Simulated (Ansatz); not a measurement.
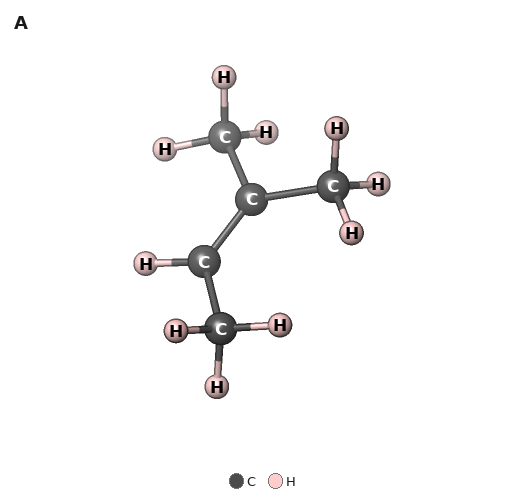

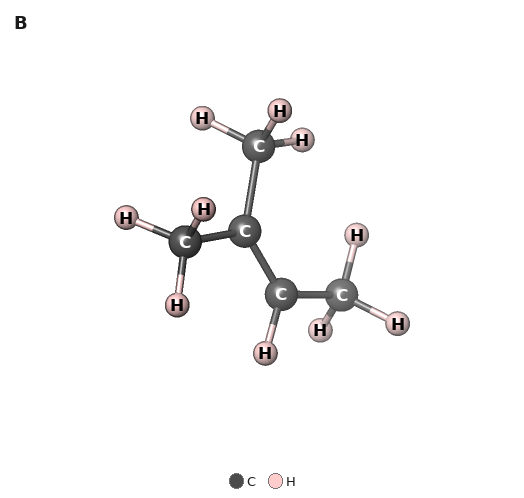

Depth is shown by fading: the farther an atom, the more it takes the colour of the background. Computed geometry: PBE-D4/def2-SVP optimisation. No frequency run is at hand to confirm it as a minimum.

Can A be turned into B by a rotation alone?

Yes. They are the same structure, C5H10 (CC=C(C)C), seen from two directions. With point group Cs it is achiral, so its mirror image would be the same too.
